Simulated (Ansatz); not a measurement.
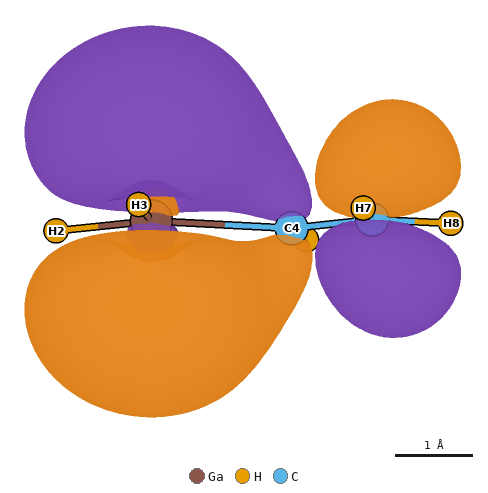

Figure. C$_{2}$H$_{5}$Ga (GaH2(vinyl)). One frontier orbital at ±0.08 Å⁻³ᐟ² (orange and purple are the two phases), seen from one side.

Geometry: B3LYP-D4/def2-TZVP.

Computed with RKS PBE0-D4/def2-TZVP (Ansatz).

Input file:

```
crystal:
  periodic: [false, false, false]
  atoms:
    - {symbol: Ga, position_ang: [0.873876, 1.167742, -0.363041]}
    - {symbol: H, position_ang: [2.082673, 1.491992, -1.310967]}
    - {symbol: H, position_ang: [0.247043, 2.267719, 0.569882]}
    - {symbol: C, position_ang: [0.076899, -0.620994, -0.285545]}
    - {symbol: C, position_ang: [-0.948505, -0.884167, 0.527968]}
    - {symbol: H, position_ang: [0.455985, -1.432076, -0.903562]}
    - {symbol: H, position_ang: [-1.377957, -0.123810, 1.172782]}
    - {symbol: H, position_ang: [-1.410024, -1.866406, 0.592495]}
basis:
  gaussian: {orbitals: def2-TZVP, initial_orbitals: start.molden}
hamiltonian: {xc: pbe0, dispersion: d4}
scf: {omitted_lower_state_checks: [starts]}
output: {orbitals: {seedname: orbitals}}
```

Launched as:

```sh
ansatz run in.yaml --threads 4 --pin off --events-out ev --progress --plain --max-ram 3916MiB
```

Which orbital is it: HOMO or LUMO?

Answer. The LUMO, at −1.74 eV. By Hirshfeld shares it lies mainly on Ga1 (about 65 %), C5 (about 15 %) and C4 (about 10 %); it changes sign across the molecular plane (π type); π-antibonding (a node) across C4–C5.
